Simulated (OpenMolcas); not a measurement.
# One shape, several levels: doublet [GeH2Cl2]−

We compute a comparison of 5 runs (UHF/STO-3G, U-r2SCAN/def2-SVPD, U-revPBE/def2-SVPD, UBLYP/def2-SVPD, UPBE0/def2-SVPD) of doublet [GeH2Cl2]−. 

The results are computed with OpenMolcas 26.06.

### 1 The molecule

[GeH2Cl2]−: 5 atoms, total charge -1, spin state doublet. As SMILES of the parent species, `[Cl][GeH2][Cl]`. The coordinates come from a PBE0-D4/def2-TZVP relaxation. That shape belongs to the parent species and isn't relaxed for this state.

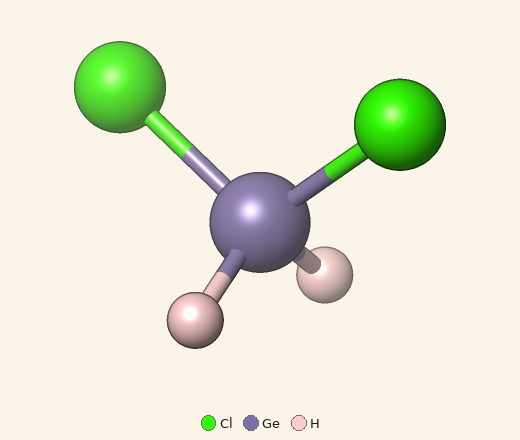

The structure, seen from a chosen angle (chlorine green, germanium purple, hydrogen pink).

### 2 The energy at UHF/STO-3G (run 1)

mol.input

```
>>> EXPORT MOLCAS_PRINT=2
&GATEWAY
BasLib=$CurrDir
Coord
5
angstrom
Cl      -1.771500      -0.157700       0.977200
Ge       0.027400       0.080300      -0.156400
Cl       1.579400      -1.030200       0.811000
H       -0.198900      -0.525000      -1.541400
H        0.413600       1.558900      -0.131900
Basis=STO-3G
Group=NoSym
&SEWARD
&SCF
UHF
Charge=-1
Spin=2
Thresholds=1e-10 1e-07 1e-07 1e-05
PrOrbitals=1 2
```

The basis set STO-3G is read from a file made from the Basis Set Exchange's data (not shown).

Launch:

```sh
$ export MOLCAS_MEM=1860
$ pymolcas mol.input > mol.log
```

Output:

```text
--- Start Module: gateway ---
[...]
--- Stop Module: gateway /rc=_RC_ALL_IS_WELL_ ---
--- Start Module: seward ---
[...]
      Basis functions           38
--- Stop Module: seward /rc=_RC_ALL_IS_WELL_ ---
--- Start Module: scf ---
[...]
       Convergence after  20 Iterations
[...]
::    Total SCF energy                              -2961.9343003562
[...]
      Total spin, S                                     0.5028029270
[...]
      Total electronic charge=   69.000000
      Total            charge=   -1.000000
[...]
      Dipole Moment (debye):
      Origin of the operator (angstrom)=   -0.0307   -0.2369    0.3378
                   X=  3.9560E-01               Y=  2.1625E+00               Z= -3.3693E+00           Total=  4.0231E+00
      Center of Charge (angstrom)
[...]
--- Stop Module: scf /rc=_RC_ALL_IS_WELL_ ---
[...]
```

It took 1.3 s on 1 thread of Intel Xeon 6975P-C (Granite Rapids), shared host; peak memory 0.37 GiB.

### 3 A single-point energy at U-r2SCAN/def2-SVPD (run 2)

mol.input

```
&GATEWAY
  BasLib = $CurrDir
  Coord
  5
  angstrom
  Cl      -1.771500      -0.157700       0.977200
  Ge       0.027400       0.080300      -0.156400
  Cl       1.579400      -1.030200       0.811000
  H       -0.198900      -0.525000      -1.541400
  H        0.413600       1.558900      -0.131900
  Basis = def2-SVPD
  Group = NoSym

&SEWARD
  GridInput
  Grid=UltraFine
  End of Grid

&SCF
  UHF
  Charge = -1
  Spin = 2
  KSDFT = 2
  1.0 MGGA_X_R2SCAN
  1.0 MGGA_C_R2SCAN
  Thresholds = 1e-10 1e-07 1e-07 1e-05
  PrOrbitals = 1 2
```

The basis set def2-SVPD is read from a file made from the Basis Set Exchange's data (not shown).

Launch:

```sh
$ export MOLCAS_MEM=1860
$ pymolcas mol.input > mol.log
```

Output:

```text
--- Start Module: gateway ---
[...]
--- Stop Module: gateway /rc=_RC_ALL_IS_WELL_ ---
--- Start Module: seward ---
[...]
      Basis functions          108
--- Stop Module: seward /rc=_RC_ALL_IS_WELL_ ---
[...]
--- Start Module: scf ---
[...]
       Convergence after  19 Iterations
[...]
::    Total KS-DFT energy                           -2998.0621201328
[...]
      Total spin, S                                     0.5012011368
[...]
      Total electronic charge=   69.000000
      Total            charge=   -1.000000
[...]
      Dipole Moment (debye):
      Origin of the operator (angstrom)=   -0.0307   -0.2369    0.3378
                   X= -1.9808E-01               Y= -1.0816E+00               Z=  1.6849E+00           Total=  2.0120E+00
      Center of Charge (angstrom)
[...]
--- Stop Module: scf /rc=_RC_ALL_IS_WELL_ ---
[...]
```

It took 49 s on 1 thread of Intel Xeon 6975P-C (Granite Rapids), shared host; peak memory 0.63 GiB.

### 4 A single-point energy at U-revPBE/def2-SVPD (run 3)

calc.inp

```
* Cl2GeH2 Kohn-Sham DFT
>>> EXPORT MOLCAS_PRINT=2

&GATEWAY
  BasLib
  $CurrDir
  Coord
  5
  bohr
  Cl    -3.34764983    -0.29800981     1.84664037
  Ge     0.05177850     0.15174501    -0.29555317
  Cl     2.98463344    -1.94679585     1.53256789
  H     -0.37586653    -0.99210622    -2.91282385
  H      0.78159073     2.94589406    -0.24925488
  Basis
  def2-SVPD
  Group
  NoSym

&SEWARD
  GridInput
  Grid=UltraFine
  End of Grid

&SCF
  UHF
  Charge
  -1
  Spin
  2
  KSDFT
  revPBE
  Thresholds
  1e-10 1e-07 1e-07 1e-05
  PrOrbitals
  1
```

The basis set def2-SVPD is read from a file made from the Basis Set Exchange's data (not shown).

Launch:

```sh
$ export MOLCAS_MEM=1860
$ pymolcas calc.inp > calc.log
```

Output:

```text
--- Start Module: gateway ---
[...]
--- Stop Module: gateway /rc=_RC_ALL_IS_WELL_ ---
--- Start Module: seward ---
[...]
      Basis functions          108
--- Stop Module: seward /rc=_RC_ALL_IS_WELL_ ---
[...]
--- Start Module: scf ---
[...]
       Convergence after  22 Iterations
[...]
::    Total KS-DFT energy                           -2997.7932132892
[...]
      Total spin, S                                     0.5004013839
[...]
      Total electronic charge=   69.000000
      Total            charge=   -1.000000
[...]
      Dipole Moment (debye):
      Origin of the operator (angstrom)=   -0.0307   -0.2369    0.3378
                   X= -1.5630E-01               Y= -8.5336E-01               Z=  1.3293E+00           Total=  1.5874E+00
      Center of Charge (angstrom)
[...]
--- Stop Module: scf /rc=_RC_ALL_IS_WELL_ ---
[...]
```

Run time: 41 s. Hardware: 1 thread of Intel Xeon 6975P-C (Granite Rapids), shared host; peak memory 0.63 GiB.

Run 4 isn't shown in full; the table further down has it.

### 5 A single-point energy at UPBE0/def2-SVPD (run 5)

mol.inp

```
* Cl2GeH2 Kohn-Sham DFT
>>> EXPORT MOLCAS_PRINT=2

&GATEWAY
 BasLib=$CurrDir
 Coord
 5
 angstrom
 Cl      -1.771500      -0.157700       0.977200
 Ge       0.027400       0.080300      -0.156400
 Cl       1.579400      -1.030200       0.811000
 H       -0.198900      -0.525000      -1.541400
 H        0.413600       1.558900      -0.131900
 Basis=def2-SVPD
 Group=NoSym

&SEWARD
 GridInput
 Grid=UltraFine
 End of Grid

&SCF
 UHF
 Charge=-1
 Spin=2
 KSDFT=PBE0
 Thresholds=1e-10 1e-07 1e-07 1e-05
 PrOrbitals=1
```

The basis set def2-SVPD is read from a file made from the Basis Set Exchange's data (not shown).

Launch:

```sh
$ export MOLCAS_MEM=1860
$ pymolcas mol.inp > mol.log
```

Output:

```text
--- Start Module: gateway ---
[...]
--- Stop Module: gateway /rc=_RC_ALL_IS_WELL_ ---
--- Start Module: seward ---
[...]
      Basis functions          108
--- Stop Module: seward /rc=_RC_ALL_IS_WELL_ ---
[...]
--- Start Module: scf ---
[...]
       Convergence after  21 Iterations
[...]
::    Total KS-DFT energy                           -2997.5583816847
[...]
      Total spin, S                                     0.5007168234
[...]
      Dipole Moment (debye):
      Origin of the operator (angstrom)=   -0.0307   -0.2369    0.3378
                   X= -1.6994E-01               Y= -9.2791E-01               Z=  1.4455E+00           Total=  1.7261E+00
      Center of Charge (angstrom)
[...]
--- Stop Module: scf /rc=_RC_ALL_IS_WELL_ ---
[...]
```

It took 40 s on 1 thread of Intel Xeon 6975P-C (Granite Rapids), shared host; peak memory 0.63 GiB.

### 6 All runs side by side

| run | level | integration grid | energy (Eh) | HOMO energy (eV) | LUMO energy (eV) | ⟨S²⟩ | wall time |
| --- | --- | --- | --- | --- | --- | --- | --- |
| 1 | UHF/STO-3G | – | -2961.934300 | 6.72 | 15.48 | 0.756 | 1.3 s |
| 2 | U-r2SCAN/def2-SVPD | UltraFine | -2998.062120 | 2.64 | 3.68 | 0.752 | 49 s |
| 3 | U-revPBE/def2-SVPD | UltraFine | -2997.793213 | 2.70 | 3.23 | 0.751 | 41 s |
| 4 | UBLYP/def2-SVPD | UltraFine | -2998.162712 | 2.79 | 3.21 | 0.751 | 38 s |
| 5 | UPBE0/def2-SVPD | UltraFine | -2997.558382 | 2.18 | 3.88 | 0.751 | 40 s |

### 7 Results

| quantity | value |
| --- | --- |
| run 5: total energy | -2997.55838 Eh |
| run 5: HOMO energy (highest over α and β) | 2.18 eV |
| run 5: LUMO energy (lowest over α and β) | 3.88 eV |
| run 5: ⟨S²⟩ | 0.751 |

**Reading.** Totals of different functionals can't be ranked against each other. In runs 1, 2, 3, 4, 5 the HOMO lies above zero, so the outermost electron may be held by the basis alone. In run 1 the basis is minimal, so the values are rough. All runs together took 2.8 min, the longest 49 s.
